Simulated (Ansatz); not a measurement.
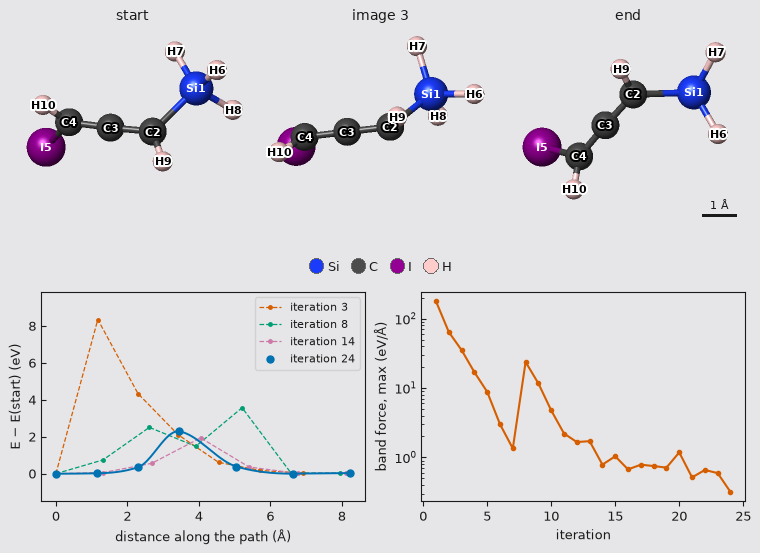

NEB run on C₃H₅ISi. Images are numbered from 0 (start) to 6 (end). The plot follows the band through its iterations. The picture is a ball-and-stick view, seen from a free direction.

Computed with RKS PBE-D4/def2-SVP (Ansatz). Set-up: 5 movable images; climbing image; force threshold 0.5 eV/Å; iteration limit 60; starting path through a guess of the saddle point.

Judge this run.

Answer. The run is converged, with reservations. The band converged in 24 iterations. The largest component of the band force went from 180 to 0.32 eV/Å. The climbing image converged on the top of the path. Its curvatures weren't checked. The force threshold is loose. The first iteration put the highest image at 40.30 eV. The highest point, image 3, lies 2.29 eV above the start and 2.26 eV above the end; the end is at +0.03 eV relative to the start.

The run took 90 s on 2 threads of AMD EPYC 9R45 96-Core Processor (Zen 5), on a shared host, peak memory 0.18 GiB.
